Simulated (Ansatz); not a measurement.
**CH₆GeS: an energy map over bond length Ge3–H7 and bond length Ge3–H9**

How does the energy of CH6GeS, SMILES C[S][GeH3] change over two coordinates at once? A grid of runs gives the map.

Computed with Ansatz 0.2.0. Level: RKS r2SCAN0-D4/def2-TZVP.

## Step 1: The system as given

SMILES `C[S][GeH3]`, 9 atoms, charge 0, spin multiplicity 1.

Atoms are counted from 1 here; the program's logs count them from 0.

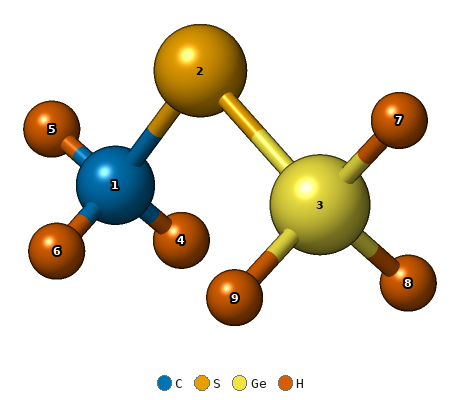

The starting geometry (carbon blue, sulfur amber, germanium yellow, hydrogen orange); atoms are numbered from 1 in the order of the file.

Geometry (Å):

```xyz
9

C    -0.74079    1.05023   -0.89898
S     1.00461    0.49561   -0.77867
Ge    0.79975   -1.02668    0.85003
H    -1.41612    0.22158   -1.19069
H    -0.76895    1.82274   -1.69135
H    -1.09391    1.50408    0.04823
H     2.21940   -1.60212    1.06930
H    -0.18674   -2.14971    0.42250
H     0.27125   -0.36212    2.15245
```

This geometry comes from a loose relaxation at PBE in a small basis, which is not shown.

## Step 2: The minimum at this level

input.yaml

```yaml
crystal:
  periodic: [false, false, false]
  atoms:
    - { symbol: C, position_ang: [-0.740789, 1.050226, -0.898982] }
    - { symbol: S, position_ang: [1.004614, 0.495607, -0.778674] }
    - { symbol: Ge, position_ang: [0.799748, -1.026679, 0.85003] }
    - { symbol: H, position_ang: [-1.416124, 0.221577, -1.190694] }
    - { symbol: H, position_ang: [-0.768951, 1.822739, -1.691351] }
    - { symbol: H, position_ang: [-1.093908, 1.504084, 0.048231] }
    - { symbol: H, position_ang: [2.219398, -1.602124, 1.069298] }
    - { symbol: H, position_ang: [-0.186739, -2.14971, 0.422495] }
    - { symbol: H, position_ang: [0.27125, -0.362119, 2.152447] }
basis:
  gaussian: { orbitals: def2-TZVP }
hamiltonian:
  xc: { name: r2SCAN0 }
  dispersion: d4
output:
  forces: true
relax:
  f_tol: 0.003
  max_steps: 120
```

Launch:

```console
ansatz run input.yaml --threads 1 --pin off --max-ram 2560MiB --backend cpu --events-out ev --progress --plain --runs-dir out
```

Standard output:

```text
Warning: RAYON_NUM_THREADS=1 ignored (pool sized by the plan → 1); use --threads N
The last accepted step is kept in <dir> (removed where the run ends without a failure and the disk answers)
Engine: ansatz 0.2.0, x86_64-unknown-linux-gnu
Functional definition: r2SCAN0
  parameter a = 0.25
  parameter k0 = 0.174
  parameter k1 = 0.065
  parameter a1 = 4.9479
  exchange = (1 - a)*r2scan_x(k0 = k0, k1 = k1, a1 = a1) + a*exact_x
  correlation = r2scan_c
1116 factors; their error is unknown
mean field evaluation 1: about -68483.7286 eV, gradient 3.8e1 eV
mean field evaluation 2: about -68482.5410 eV, gradient 4.2e1 eV
mean field evaluation 4: about -68486.8421 eV, gradient 1.0e0 eV
mean field evaluation 8: about -68487.1336 eV, gradient 2.6e-1 eV
mean field evaluation 16: about -68487.1337 eV, gradient 4.6e-5 eV
mean field -68487.13371699 eV, -2516.8557418529 hartree, gradient 4.6e-5 eV, S^2 0.000000; 0 other end points of the search recorded, 0 dependent functions left out
the calculation of the forces begins
reference -68487.13372604 eV, -2516.8557421854 hartree; 30, 30 occupied and 122, 122 virtual orbitals, 1116 factors
relax step   1: F+E_penalty+E_count = -68487.18237890 eV  Δ(F+E_penalty+E_count) = +0.000e0 eV  max|allowed force component| = 6.052e-1 eV/Å  Δτ_max = 0.0000 Å  (26 SCF iters, accepted)
these checks for a lower state are left out or cut short: starts, cluster_reference, orbital_swaps, neighbouring_geometries, increment
1116 factors; their error is unknown
mean field -68487.18676501 eV, -2516.8576913315 hartree, gradient 1.1e-5 eV, S^2 0.000000; 0 other end points of the search recorded, 0 dependent functions left out
the calculation of the forces begins
reference -68487.18677396 eV, -2516.8576916604 hartree; 30, 30 occupied and 122, 122 virtual orbitals, 1116 factors
relax step   2: F+E_penalty+E_count = -68487.23567140 eV  Δ(F+E_penalty+E_count) = -5.329e-2 eV  max|allowed force component| = 1.884e-1 eV/Å  Δτ_max = 0.0469 Å  (31 SCF iters, accepted)
these checks for a lower state are left out or cut short: starts, cluster_reference, orbital_swaps, neighbouring_geometries, increment
1116 factors; their error is unknown
mean field -68487.18957000 eV, -2516.8577944133 hartree, gradient 1.0e-5 eV, S^2 0.000000; 0 other end points of the search recorded, 0 dependent functions left out
the calculation of the forces begins
reference -68487.18957893 eV, -2516.8577947411 hartree; 30, 30 occupied and 122, 122 virtual orbitals, 1116 factors
relax step   3: F+E_penalty+E_count = -68487.23855545 eV  Δ(F+E_penalty+E_count) = -2.884e-3 eV  max|allowed force component| = 7.056e-2 eV/Å  Δτ_max = 0.0166 Å  (31 SCF iters, accepted)
these checks for a lower state are left out or cut short: starts, cluster_reference, orbital_swaps, neighbouring_geometries, increment
1116 factors; their error is unknown
mean field evaluation 32: about -68486.9008 eV, gradient 4.7e-4 eV
mean field -68487.18983670 eV, -2516.8578042143 hartree, gradient 1.0e-5 eV, S^2 0.000000; 0 other end points of the search recorded, 0 dependent functions left out
the calculation of the forces begins
reference -68487.18984563 eV, -2516.8578045422 hartree; 30, 30 occupied and 122, 122 virtual orbitals, 1116 factors
relax step   4: F+E_penalty+E_count = -68487.23879683 eV  Δ(F+E_penalty+E_count) = -2.414e-4 eV  max|allowed force component| = 3.994e-2 eV/Å  Δτ_max = 0.0082 Å  (32 SCF iters, accepted)
these checks for a lower state are left out or cut short: starts, cluster_reference, orbital_swaps, neighbouring_geometries, increment
1116 factors; their error is unknown
mean field -68487.18996109 eV, -2516.8578087853 hartree, gradient 1.0e-5 eV, S^2 0.000000; 0 other end points of the search recorded, 0 dependent functions left out
the calculation of the forces begins
reference -68487.18997001 eV, -2516.8578091132 hartree; 30, 30 occupied and 122, 122 virtual orbitals, 1116 factors
relax step   5: F+E_penalty+E_count = -68487.23893352 eV  Δ(F+E_penalty+E_count) = -1.367e-4 eV  max|allowed force component| = 1.081e-2 eV/Å  Δτ_max = 0.0035 Å  (32 SCF iters, accepted)
these checks for a lower state are left out or cut short: starts, cluster_reference, orbital_swaps, neighbouring_geometries, increment
1116 factors; their error is unknown
mean field -68487.18995908 eV, -2516.8578087115 hartree, gradient 2.1e-5 eV, S^2 0.000000; 0 other end points of the search recorded, 0 dependent functions left out
the calculation of the forces begins
reference -68487.18996800 eV, -2516.8578090393 hartree; 30, 30 occupied and 122, 122 virtual orbitals, 1116 factors
relax step   6: F+E_penalty+E_count = -68487.23893867 eV  Δ(F+E_penalty+E_count) = -5.148e-6 eV  max|allowed force component| = 3.395e-3 eV/Å  Δτ_max = 0.0020 Å  (22 SCF iters, accepted)
these checks for a lower state are left out or cut short: starts, cluster_reference, orbital_swaps, neighbouring_geometries, increment
1116 factors; their error is unknown
mean field -68487.18996006 eV, -2516.8578087475 hartree, gradient 1.7e-5 eV, S^2 0.000000; 0 other end points of the search recorded, 0 dependent functions left out
the calculation of the forces begins
reference -68487.18996898 eV, -2516.8578090753 hartree; 30, 30 occupied and 122, 122 virtual orbitals, 1116 factors
relax step   7: F+E_penalty+E_count = -68487.23893930 eV  Δ(F+E_penalty+E_count) = -6.251e-7 eV  max|allowed force component| = 6.032e-4 eV/Å  Δτ_max = 0.0008 Å  (21 SCF iters, accepted)
1116 factors; their error is unknown
mean field evaluation 64: about -68486.9027 eV, gradient 3.0e-1 eV
mean field -68487.18996006 eV, -2516.8578087475 hartree, gradient 1.7e-5 eV, S^2 0.000000; 1 other end points of the search recorded, 0 dependent functions left out
the calculation of the forces begins
reference -68487.18996898 eV, -2516.8578090753 hartree; 30, 30 occupied and 122, 122 virtual orbitals, 1116 factors
Total energy: -68487.23894822 eV, -2516.8596090291 hartree
Atom 0 at    -0.729331     1.030027    -0.880374 Å, force    -0.000125    -0.000558     0.000603 eV/Å
Atom 1 at     0.996743     0.490659    -0.773838 Å, force    -0.000108    -0.000096     0.000047 eV/Å
Atom 2 at     0.791046    -1.005666     0.829676 Å, force    -0.000015     0.000112    -0.000072 eV/Å
Atom 3 at    -1.381542     0.208003    -1.159197 Å, force     0.000136     0.000235     0.000017 eV/Å
Atom 4 at    -0.772745     1.788748    -1.655032 Å, force    -0.000055     0.000435    -0.000422 eV/Å
Atom 5 at    -1.063231     1.466824     0.055875 Å, force     0.000145    -0.000059    -0.000194 eV/Å
Atom 6 at     2.179802    -1.588760     1.068094 Å, force     0.000046     0.000028     0.000016 eV/Å
Atom 7 at    -0.190081    -2.099539     0.397408 Å, force     0.000018    -0.000091     0.000003 eV/Å
Atom 8 at     0.257837    -0.336695     2.100188 Å, force    -0.000041    -0.000005     0.000002 eV/Å
Dipole moment:    -0.293014    -0.019908     0.097349 e Å
```

Wall time 24 s (1 thread of AMD EPYC 9R45 (Zen 5), shared host); peak memory 0.36 GiB.

Step by step:

```csv
step,energy from step 1 (eV),largest force component (eV/Å)
1,0.0000,0.6052
2,-0.0533,0.1884
3,-0.0562,0.0706
4,-0.0564,0.0399
5,-0.0566,0.0108
6,-0.0566,0.0034
7,-0.0566,0.0006
```

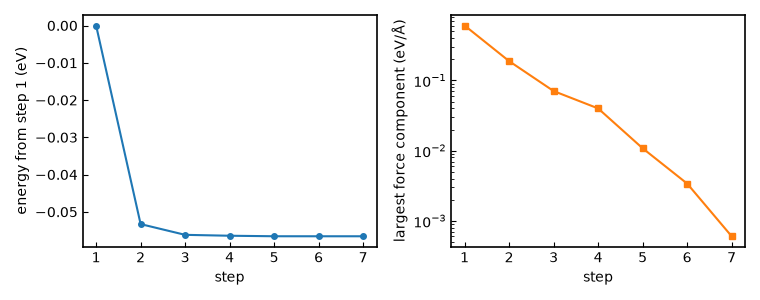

Energy and force, step by step.

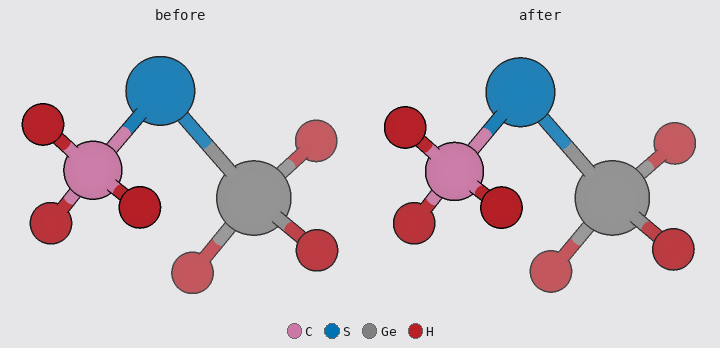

Before and after, at one scale.

Close pairs (by a distance rule), those that changed most:

```csv
bond,before (Å),after (Å),change (Å)
S2–Ge3,2.239,2.203,-0.036
C1–S2,1.835,1.812,-0.024
Ge3–H9,1.555,1.532,-0.023
Ge3–H8,1.555,1.532,-0.023
Ge3–H7,1.547,1.525,-0.023
C1–H6,1.108,1.086,-0.022
C1–H4,1.108,1.086,-0.022
C1–H5,1.107,1.085,-0.022
```

## Step 3: Setting up the map

First coordinate, bond length Ge3–H7: 15 values from 1.342 to 1.906 Å. Second coordinate, bond length Ge3–H9: 15 values from 1.348 to 1.915 Å.

Nothing else is relaxed (all other coordinates rigid). Energies count from the relaxed molecule at the same level. Points are written as (first, second).

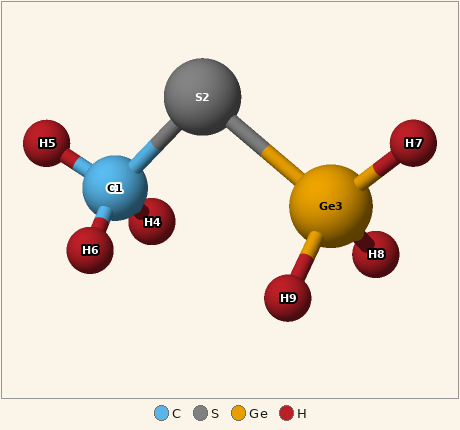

The geometry at (1.503 Å, 1.591 Å).

Below, 3 of the grid's runs; all are launched alike.

## Step 4: Grid point (1.503 Å, 1.591 Å)

input.yaml

```yaml
crystal:
  periodic: [false, false, false]
  atoms:
    - { symbol: C, position_ang: [-0.729331, 1.030027, -0.880374] }
    - { symbol: S, position_ang: [0.996743, 0.490659, -0.773838] }
    - { symbol: Ge, position_ang: [0.791046, -1.005666, 0.829676] }
    - { symbol: H, position_ang: [-1.381542, 0.208003, -1.159197] }
    - { symbol: H, position_ang: [-0.772745, 1.788748, -1.655032] }
    - { symbol: H, position_ang: [-1.063231, 1.466824, 0.055875] }
    - { symbol: H, position_ang: [2.159809, -1.580366, 1.064661] }
    - { symbol: H, position_ang: [-0.190081, -2.099539, 0.397408] }
    - { symbol: H, position_ang: [0.237186, -0.310785, 2.149396] }
basis:
  gaussian: { orbitals: def2-TZVP }
hamiltonian:
  xc: { name: r2SCAN0 }
  dispersion: d4
output:
  forces: true
```

Launch:

```console
ansatz run input.yaml --threads 1 --pin off --max-ram 2560MiB --backend cpu --events-out ev --progress --plain --runs-dir out
```

Standard output:

```text
Warning: RAYON_NUM_THREADS=1 ignored (pool sized by the plan → 1); use --threads N
[... 8 set-up lines as earlier in the session ...]
1116 factors; their error is unknown
mean field evaluation 1: about -68483.5578 eV, gradient 4.0e1 eV
mean field evaluation 2: about -68482.4646 eV, gradient 4.3e1 eV
mean field evaluation 4: about -68486.8659 eV, gradient 1.1e0 eV
mean field evaluation 8: about -68487.1575 eV, gradient 2.6e-1 eV
mean field evaluation 16: about -68487.1576 eV, gradient 5.9e-5 eV
mean field -68487.15757857 eV, -2516.8566187498 hartree, gradient 5.9e-5 eV, S^2 0.000000; 0 other end points of the search recorded, 0 dependent functions left out
the calculation of the forces begins
reference -68487.15758751 eV, -2516.8566190783 hartree; 30, 30 occupied and 122, 122 virtual orbitals, 1116 factors
Total energy: -68487.20657209 eV, -2516.8584192284 hartree
Atom 0 at    -0.729331     1.030027    -0.880374 Å, force    -0.002058     0.004251    -0.008548 eV/Å
Atom 1 at     0.996743     0.490659    -0.773838 Å, force    -0.018060    -0.006117     0.025602 eV/Å
Atom 2 at     0.791046    -1.005666     0.829676 Å, force    -0.649801     0.537908     0.628042 eV/Å
Atom 3 at    -1.381542     0.208003    -1.159197 Å, force     0.001492     0.000384     0.001061 eV/Å
Atom 4 at    -0.772745     1.788748    -1.655032 Å, force    -0.000269     0.000090    -0.001375 eV/Å
Atom 5 at    -1.063231     1.466824     0.055875 Å, force     0.005158    -0.002773     0.001443 eV/Å
Atom 6 at     2.159809    -1.580366     1.064661 Å, force     0.375766    -0.149382     0.083122 eV/Å
Atom 7 at    -0.190081    -2.099539     0.397408 Å, force    -0.017650     0.015625     0.018657 eV/Å
Atom 8 at     0.237186    -0.310785     2.149396 Å, force     0.305422    -0.399987    -0.748005 eV/Å
Dipole moment:    -0.281883    -0.028147     0.079886 e Å
```

Wall time 3.2 s (1 thread of AMD EPYC 9R45 (Zen 5), shared host); peak memory 0.35 GiB.

Energy on the map's scale: 0.032 eV.

## Step 5: The run at (1.543 Å, 1.550 Å)

input.yaml, as its differences from that of step 4:

```diff
@@ -9,5 +9,5 @@
     - { symbol: H, position_ang: [-1.063231, 1.466824, 0.055875] }
-    - { symbol: H, position_ang: [2.159809, -1.580366, 1.064661] }
+    - { symbol: H, position_ang: [2.196237, -1.595661, 1.070915] }
     - { symbol: H, position_ang: [-0.190081, -2.099539, 0.397408] }
-    - { symbol: H, position_ang: [0.237186, -0.310785, 2.149396] }
+    - { symbol: H, position_ang: [0.251459, -0.328692, 2.115387] }
 basis:
```

Launch:

```console
ansatz run input.yaml --threads 1 --pin off --max-ram 2560MiB --backend cpu --events-out ev --progress --plain --runs-dir out
```

Standard output:

```text
Warning: RAYON_NUM_THREADS=1 ignored (pool sized by the plan → 1); use --threads N
[... 8 set-up lines as earlier in the session ...]
1116 factors; their error is unknown
mean field evaluation 1: about -68483.5832 eV, gradient 4.0e1 eV
mean field evaluation 2: about -68482.4803 eV, gradient 4.3e1 eV
mean field evaluation 4: about -68486.8922 eV, gradient 1.0e0 eV
mean field evaluation 8: about -68487.1842 eV, gradient 2.6e-1 eV
mean field evaluation 16: about -68487.1843 eV, gradient 5.5e-5 eV
mean field -68487.18429036 eV, -2516.8576003898 hartree, gradient 5.5e-5 eV, S^2 0.000000; 0 other end points of the search recorded, 0 dependent functions left out
the calculation of the forces begins
reference -68487.18429929 eV, -2516.8576007181 hartree; 30, 30 occupied and 122, 122 virtual orbitals, 1116 factors
Total energy: -68487.23326398 eV, -2516.8594001372 hartree
Atom 0 at    -0.729331     1.030027    -0.880374 Å, force    -0.002128    -0.003045     0.002306 eV/Å
Atom 1 at     0.996743     0.490659    -0.773838 Å, force     0.003163    -0.003036     0.006718 eV/Å
Atom 2 at     0.791046    -1.005666     0.829676 Å, force     0.169313     0.022620     0.276840 eV/Å
Atom 3 at    -1.381542     0.208003    -1.159197 Å, force    -0.000159     0.000511    -0.000209 eV/Å
Atom 4 at    -0.772745     1.788748    -1.655032 Å, force     0.001244     0.000152    -0.000889 eV/Å
Atom 5 at    -1.063231     1.466824     0.055875 Å, force     0.001084    -0.000181     0.000228 eV/Å
Atom 6 at     2.196237    -1.595661     1.070915 Å, force    -0.284673     0.120846    -0.042375 eV/Å
Atom 7 at    -0.190081    -2.099539     0.397408 Å, force     0.001524    -0.000795     0.006350 eV/Å
Atom 8 at     0.251459    -0.328692     2.115387 Å, force     0.110632    -0.137072    -0.248970 eV/Å
Dipole moment:    -0.296132    -0.018757     0.089979 e Å
```

Run time: 3.2 s. Hardware: 1 thread of AMD EPYC 9R45 (Zen 5), shared host; peak memory 0.36 GiB.

On the map this point reads 0.006 eV.

## Step 6: Grid point (1.906 Å, 1.550 Å)

input.yaml, as its differences from that of step 5:

```diff
@@ -9,3 +9,3 @@
     - { symbol: H, position_ang: [-1.063231, 1.466824, 0.055875] }
-    - { symbol: H, position_ang: [2.196237, -1.595661, 1.070915] }
+    - { symbol: H, position_ang: [2.526816, -1.73446, 1.127668] }
     - { symbol: H, position_ang: [-0.190081, -2.099539, 0.397408] }
```

Launch:

```console
ansatz run input.yaml --threads 1 --pin off --max-ram 2560MiB --backend cpu --events-out ev --progress --plain --runs-dir out
```

Standard output:

```text
Warning: RAYON_NUM_THREADS=1 ignored (pool sized by the plan → 1); use --threads N
[... 8 set-up lines as earlier in the session ...]
1116 factors; their error is unknown
mean field evaluation 1: about -68482.7559 eV, gradient 4.0e1 eV
mean field evaluation 2: about -68481.4759 eV, gradient 4.4e1 eV
mean field evaluation 4: about -68486.1086 eV, gradient 1.1e0 eV
mean field evaluation 8: about -68486.4010 eV, gradient 4.0e-2 eV
mean field evaluation 16: about -68486.4010 eV, gradient 6.5e-6 eV
mean field -68486.40101913 eV, -2516.8288157030 hartree, gradient 6.5e-6 eV, S^2 0.000000; 0 other end points of the search recorded, 0 dependent functions left out
the calculation of the forces begins
reference -68486.40102824 eV, -2516.8288160379 hartree; 30, 30 occupied and 122, 122 virtual orbitals, 1116 factors
Total energy: -68486.45386700 eV, -2516.8307578263 hartree
Atom 0 at    -0.729331     1.030027    -0.880374 Å, force    -0.030354    -0.059183     0.068028 eV/Å
Atom 1 at     0.996743     0.490659    -0.773838 Å, force     0.125910    -0.017439    -0.010914 eV/Å
Atom 2 at     0.791046    -1.005666     0.829676 Å, force     2.474453    -0.885685     0.617625 eV/Å
Atom 3 at    -1.381542     0.208003    -1.159197 Å, force    -0.009277     0.004398    -0.007808 eV/Å
Atom 4 at    -0.772745     1.788748    -1.655032 Å, force     0.022907    -0.000994    -0.005332 eV/Å
Atom 5 at    -1.063231     1.466824     0.055875 Å, force    -0.006634     0.009512    -0.001772 eV/Å
Atom 6 at     2.526816    -1.734460     1.127668 Å, force    -2.864155     1.191700    -0.477378 eV/Å
Atom 7 at    -0.190081    -2.099539     0.397408 Å, force     0.084210    -0.080604     0.011414 eV/Å
Atom 8 at     0.251459    -0.328692     2.115387 Å, force     0.202940    -0.161706    -0.193863 eV/Å
Dipole moment:    -0.402127     0.041512     0.055615 e Å
```

Wall time 3.2 s (1 thread of AMD EPYC 9R45 (Zen 5), shared host); peak memory 0.35 GiB.

Energy on the map's scale: 0.79 eV.

[end of part 1 of 2]
